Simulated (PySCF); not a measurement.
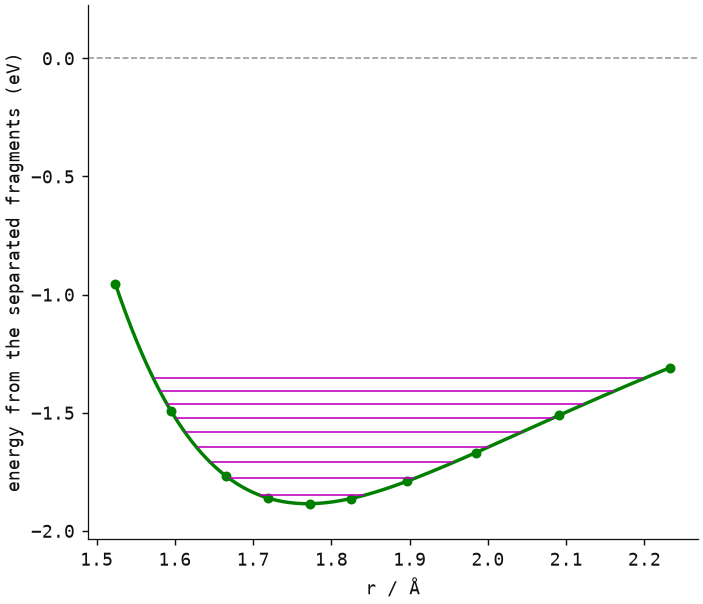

Bond curve of ZnO⁻, doublet (excess alpha electrons: σ +1). ωB97X/def2-TZVPPD, PySCF, UKS. One reference determinant with the occupation held, the lowest that a PBE0 search over spins and occupations found; no spin-orbit coupling. Zero is the separated fragments in their ground configurations, without counterpoise. The fragments are Zn + O⁻. 2 further points of the run are not drawn. Horizontal lines: vibrational levels from ωe and ωexe, starting at v = 0.

Q: What constants does a Dunham fit to the curve give (main isotopes)?

A: re = 1.770 Å, ωe = 591 cm⁻¹, ωexe = 10.3 cm⁻¹, De = 1.88 eV, Be = 0.421 cm⁻¹.

Q: How stiff is the bond?

A: The force constant is 2.63 mdyn/Å, which gives ωe = 591 cm⁻¹.

Note: lowest determinant of a PBE0 search, another state may lie lower.
